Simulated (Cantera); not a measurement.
Feed: 1 mol B2H6, 4.1 mol H2O, 57 mol H2, equilibrated at 220 Pa.

These are equilibrium values from Cantera (NASA tables, ideal gas, pure condensed phases), not measurements of a reactor. Candidate condensed phases: B, B2O3, B3O3H3, H2O; 23 gas species. The feed counts by its element totals alone. Kinetics and transport are ignored.

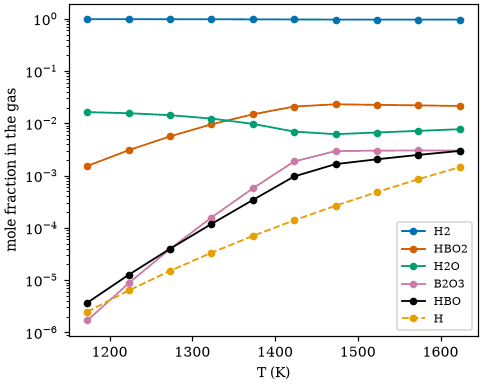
*Equilibrium gas composition (values under 1e-9 drawn at 1e-9)*

Problem. Read off the mole fractions at 1173 K.

Solution. H2 about 0.98, H2O about 0.016, HBO2 about 0.0015, HBO about 3.7e-6, H about 2.5e-6, B2O3 about 1.7e-6.
